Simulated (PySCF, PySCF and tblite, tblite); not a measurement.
# C3H2F6: conformers and averaged spectra, part 2 of 2

PySCF and tblite. Atoms count from 0. The steps go on from the part before.

## Step 10: Couplings, conformer 2: B3LYP/pcJ-1+pcSseg-1

The job: settings as JSON, then the geometry in Å.

```
{"job": {"xc": "B3LYP", "basis": {"default": "pcSseg-1", "H": "pcJ-1", "F": "pcJ-1"}, "nuclei": ["H", "F", "P", "Si", "B"], "kind": "j"}, "charge": 0, "multiplicity": 1}
F      2.381983    -0.462769    -0.064843
C      1.228539     0.163694    -0.408127
C      0.083459    -0.425952     0.392619
F     -0.021251    -1.744956     0.156847
F      0.293926    -0.251040     1.708444
C     -1.272404     0.216657     0.047926
F     -2.245975    -0.333097     0.750212
F     -1.234179     1.521636     0.307532
F     -1.530822     0.055964    -1.248183
H      1.298902     1.240509    -0.187605
H      1.023246     0.022026    -1.480785
```

Log:

```text
coarse grid: 11016 points
cycle   1  E = -714.2423826505  dE =  1.507e+00  |g| = 1.231e+00  |ddm| = 2.739e+00
cycle   2  E = -713.8187316513  dE =  4.237e-01  |g| = 2.127e+00  |ddm| = 1.685e+00
cycle   3  E = -714.4782561845  dE = -6.595e-01  |g| = 6.498e-02  |ddm| = 1.103e+00
cycle   4  E = -714.4785157190  dE = -2.595e-04  |g| = 5.340e-02  |ddm| = 6.017e-02
cycle   5  E = -714.4789555009  dE = -4.398e-04  |g| = 1.218e-02  |ddm| = 3.197e-02
cycle   6  E = -714.4789743620  dE = -1.886e-05  |g| = 2.364e-03  |ddm| = 6.321e-03
cycle   7  E = -714.4789752761  dE = -9.141e-07  |g| = 5.682e-04  |ddm| = 1.899e-03
final grid: 113992 points
cycle   8  E = -714.5621093766  dE = -2.330e-04  |g| = 8.466e-03  |ddm| = 1.856e-02
cycle   9  E = -714.5620959812  dE =  1.340e-05  |g| = 1.277e-02  |ddm| = 1.022e-02
cycle  10  E = -714.5621194040  dE = -2.342e-05  |g| = 6.982e-04  |ddm| = 6.209e-03
cycle  11  E = -714.5621194619  dE = -5.787e-08  |g| = 4.035e-04  |ddm| = 8.123e-04
cycle  12  E = -714.5621194895  dE = -2.759e-08  |g| = 6.026e-05  |ddm| = 2.914e-04
cycle  13  E = -714.5621194899  dE = -4.497e-10  |g| = 1.967e-05  |ddm| = 3.636e-05
converged SCF energy = -714.5621194899

Indirect spin-spin couplings (Hz)
  i      j    bonds     total        FC       PSO       DSO        SD
  0 F    3 F    3    -14.953    -3.613   -12.644     0.253     1.051
  0 F    4 F    3    -15.226    -3.802   -12.383     0.223     0.737
  0 F    6 F    4     14.949     1.683     6.892    -1.269     7.642
  0 F    7 F    4     -0.345    -0.246     1.924    -0.841    -1.183
  0 F    8 F    4     -0.530    -0.286     1.700    -0.823    -1.121
  0 F    9 H    2     53.202    46.800    10.452    -0.909    -3.140
  0 F   10 H    2     53.341    46.990    10.407    -0.902    -3.153
  3 F    4 F    2    237.714    48.092   107.662     0.017    81.944
  3 F    6 F    3    -19.864    -6.043   -14.916     0.464     0.630
  3 F    7 F    3     20.544   -14.794    14.632    -1.542    22.247
  3 F    8 F    3    -14.232    -4.262    -8.469     0.409    -1.909
  3 F    9 H    3     27.559    28.942     0.718    -1.889    -0.212
  3 F   10 H    3      4.531     3.244     1.228     0.415    -0.356
  4 F    6 F    3    -19.760    -6.235   -14.295     0.429     0.341
  4 F    7 F    3    -14.635    -4.398    -9.076     0.433    -1.594
  4 F    8 F    3     21.317   -14.824    15.199    -1.541    22.483
  4 F    9 H    3      5.105     3.831     1.191     0.454    -0.372
  4 F   10 H    3     28.332    29.704     0.729    -1.884    -0.217
  6 F    7 F    2     60.083    33.553   -23.463    -0.182    50.174
  6 F    8 F    2     60.564    34.121   -23.580    -0.177    50.201
  6 F    9 H    4     -1.163    -0.787     0.999    -1.314    -0.061
  6 F   10 H    4     -1.195    -0.814     0.988    -1.302    -0.067
  7 F    8 F    2     63.385    31.919   -19.571    -0.150    51.187
  7 F    9 H    4      3.699     3.827    -1.714     1.763    -0.177
  7 F   10 H    4      1.031     0.801     0.525    -0.077    -0.217
  8 F    9 H    4      1.076     0.865     0.507    -0.078    -0.218
  8 F   10 H    4      3.936     4.099    -1.813     1.830    -0.180
  9 H   10 H    2    -12.493   -12.429     1.251    -1.315         -
```

Run time: 66 s. Hardware: 1 thread of Arm Neoverse V1, shared host; peak memory 1.1 GiB.

Key values: HOMO -9.95 eV, LUMO 0.86 eV; dipole 1.95 D.

## Step 11: Boltzmann average: properties at WP04/pcSseg-1 in chloroform

The job: settings as JSON, then the geometry in Å.

```
{"job": {"study": "conf", "smiles": "FCC(F)(F)C(F)(F)F", "search": {"seed": 3352, "n_embed": 90, "ff_keep": 14, "window": 3.0, "nmax": 8, "temps": [150, 200, 250, 298.15, 400], "t_ref": 298.15, "order": 0.0005, "geom": true}, "level": {"nmr": {"xc": "WP04", "basis": "pcSseg-1", "solvent": "chloroform"}, "sp": {"xc": "B3LYP", "basis": "def2-TZVP", "solvent": "chloroform"}, "j": {"xc": "B3LYP", "basis": {"default": "pcSseg-1", "H": "pcJ-1", "F": "pcJ-1"}, "nuclei": ["H", "F", "P", "Si", "B"], "top": 4}}, "kind": "conf"}, "charge": 0, "multiplicity": 1}
F      1.635789     1.029775    -0.567973
C      1.317628    -0.058998     0.179011
C     -0.071548    -0.557528    -0.166534
F     -0.107876    -1.015561    -1.428368
F     -0.354440    -1.576975     0.667994
C     -1.195233     0.487592    -0.022226
F     -2.378181    -0.096039    -0.144191
F     -1.122679     1.054950     1.180996
F     -1.085496     1.428367    -0.945342
H      2.017512    -0.885017    -0.029880
H      1.349949     0.192107     1.250551
```

Log:

```text
conformer  sym    E(xTB)   E(DFT)   G(298.15 K)  weight  dipole/D
    1     C1      0.000    0.000    0.000   0.7070    2.291
    2     Cs      1.124    0.214    0.522   0.2930    2.265

mean shielding (ppm) by class
class atoms           150 K      200 K      250 K   298.15 K      400 K
  0 F  0            430.253    430.581    430.798    430.945    431.147
  1 C  1             89.479     89.486     89.492     89.495       89.5
  2 C  2             52.423       52.4     52.386     52.376     52.362
  3 F  3,4          315.397    315.493    315.557      315.6    315.659
  4 C  5              43.85     43.852     43.853     43.854     43.855
  5 F  6,7,8        268.761    268.802    268.829    268.848    268.873
  6 H  9,10           26.63     26.631     26.631     26.631     26.631
```

Run time: 3.5 min. Hardware: 1 thread of Arm Neoverse V1, shared host. This counts the runs that the step sums up.

The search (ETKDG and KDG, MMFF94s, GFN2-xTB) embedded 90 structures, kept 2 distinct ones after the force field and 2 after xTB; 2 were carried on (window 3.0 kcal/mol at the search's own energies). Energies: B3LYP/def2-TZVP in chloroform with D3(BJ).

Conformer by conformer (298 K):

```
no.  group  mirror pair  ΔE xTB  ΔE DFT    ΔG  weight (%)  μ (D)  F0–C1–C2–F3 (°)     A, B, C (GHz)
  1     C1          yes    0.00    0.00  0.00        70.7   2.29               66  2.06, 1.56, 1.32
  2     Cs           no    1.12    0.21  0.52        29.3   2.27              -59  2.57, 1.23, 1.19
```

Energies in kcal/mol. ΔG holds xTB vibrations and rotation, symmetry numbers and mirror pairs.

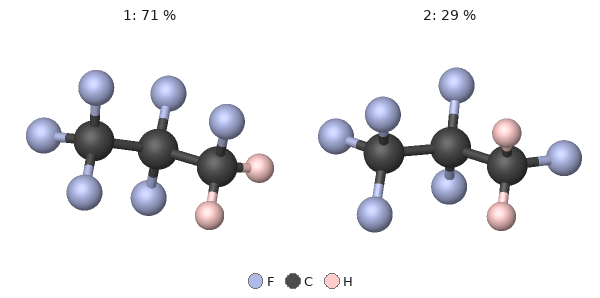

Conformers, most populated first.

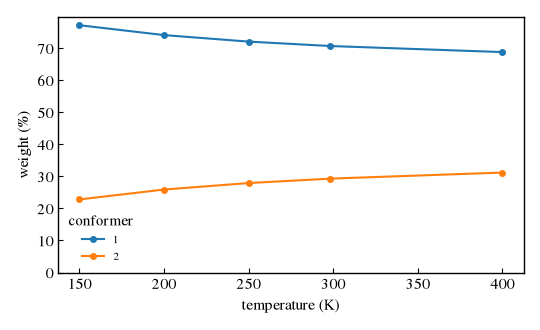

Weights against temperature.

Other ways of weighting, at the same temperature:

```
                      scheme    1   2  mean μ (D)
             DFT free energy   71  29        2.28
DFT energy, symmetry counted   74  26        2.28
            DFT energy alone   59  41        2.28
xTB energy, symmetry counted   93   7        2.29
             xTB free energy   92   8        2.29
       lowest conformer only  100   0        2.29
               equal weights   50  50        2.28
```

Shifts against references run at the same level (19F CFCl3 180.0, 1H TMS 31.55, 13C TMS 173.1 ppm of shielding), by class of atoms, at 298 K:

```
     atoms                                 environment   no. 1   no. 2  average  measured
        C5                                  CF3 carbon   129.3   129.2    129.3         –
        C2  fully substituted sp3 carbon bonded to 2 F   120.5   121.3    120.7         –
        C1                         sp3 CH2 bonded to F    83.7    83.4     83.6         –
   H9, H10          hydrogen on an sp3 CH2 bonded to F    4.92    4.91     4.92         –
F6, F7, F8                     fluorine of a CF3 group   -88.5   -89.8    -88.9         –
    F3, F4                     fluorine of a CF2 group  -134.7  -137.8   -135.6         –
        F0                   fluorine on an sp3 carbon  -247.9  -258.5   -251.0    -243.0
```

Measured: Wikipedia, Fluorine-19 nuclear magnetic resonance spectroscopy.

Couplings (Hz, B3LYP/pcJ-1+pcSseg-1; one pair named for each class, the eight largest averages at most for each number of bonds), from conformers that hold 100 % of the weight:

```
  pair  bonds  no. 1  no. 2  average
 F3–F4      2  269.3  237.7    260.1
 F6–F7      2   60.5   61.3     60.7
 F0–H9      2   53.0   53.3     53.0
H9–H10      2  -12.2  -12.5    -12.3
 F0–F3      3  -30.3  -15.1    -25.9
 F3–H9      3    7.4   27.9     13.4
F3–H10      3   16.6    4.8     13.2
 F3–F6      3   -4.7   -4.4     -4.6
 F0–F6      4    8.8    4.7      7.6
 F6–H9      4    1.5    1.2      1.4
```

## Step 12: Results

The summary covers parts 1 to 2.

```
                                         quantity                                                value
                                       conformers  2; the first in weight is no. 1 (C1), 71 % at 298 K
                          root-mean-square dipole                                               2.28 D
averaged 13C shifts (WP04/pcSseg-1 in chloroform)                               129.3, 120.7, 83.6 ppm
 averaged 1H shifts (WP04/pcSseg-1 in chloroform)                                             4.92 ppm
averaged 19F shifts (WP04/pcSseg-1 in chloroform)                            -88.9, -135.6, -251.0 ppm
```

Conformer 1 leads with 71 % at 298 K, and its share goes from 77 % at 150 K to 69 % at 400 K. Among conformers over 5 %, C2 differs by 0.7 ppm, while the average moves by 0.1 ppm from 150 to 400 K. Against 1 measured 19F shift the average misses by 8.0 ppm, the leading conformer alone by 4.9 ppm. Vibration is missing from the shifts, so part of that gap is not the functional's. Among vicinal couplings, F3–H9 differs most between the conformers listed (7.4 for no. 1, 27.9 for no. 2; average 13.4 Hz).
